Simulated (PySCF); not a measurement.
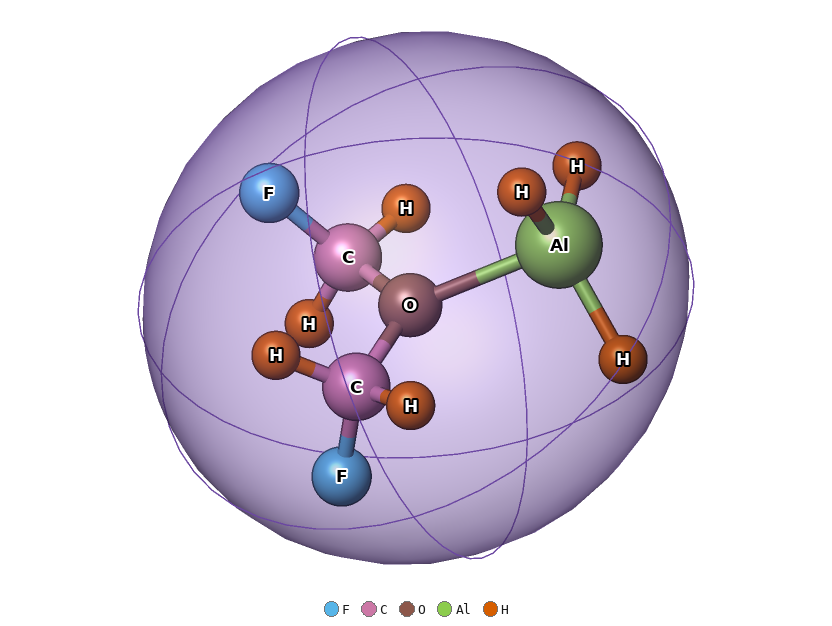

The ellipsoid shows the static dipole polarisability: its half-axes are proportional to the principal values. The geometry was computed by an optimisation with PBE0-D3(BJ)/def2-SVP. No frequency run is at hand to confirm it as a minimum. Level of theory: PBE0/def2-TZVP (PySCF 2.14.0).

Question. Give the principal values, the mean and the anisotropy.

Answer. Principal values 57.2, 62.5, 63.6 bohr³; mean 61.1 bohr³ (9.06 Å³); anisotropy 5.9 bohr³, so the longest axis is 1.11 times the shortest.
